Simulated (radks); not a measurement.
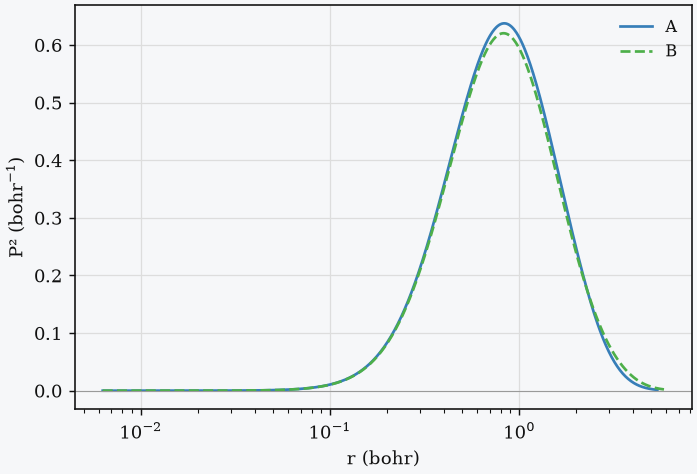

The oxygen ion O⁻ in [He] 2s2 2p5 was computed in two surroundings: the Watson sphere of radius 2.14 bohr; the Watson sphere of radius 3.82 bohr. Computed with the in-house radial solver radks: scalar-relativistic Kohn-Sham, LB94 model potential, spin-unpolarised, spherical densities, finite nucleus.

The plot shows P² of the 2p orbital in both runs (large components where relativistic).

> Which curve belongs to which run?

A is the Watson sphere of radius 2.14 bohr (⟨r⟩ = 1.36 bohr, eigenvalue −13.2 eV); B is the Watson sphere of radius 3.82 bohr (⟨r⟩ = 1.43 bohr, eigenvalue −9.51 eV). The smaller sphere makes the deeper well for the outer electrons.
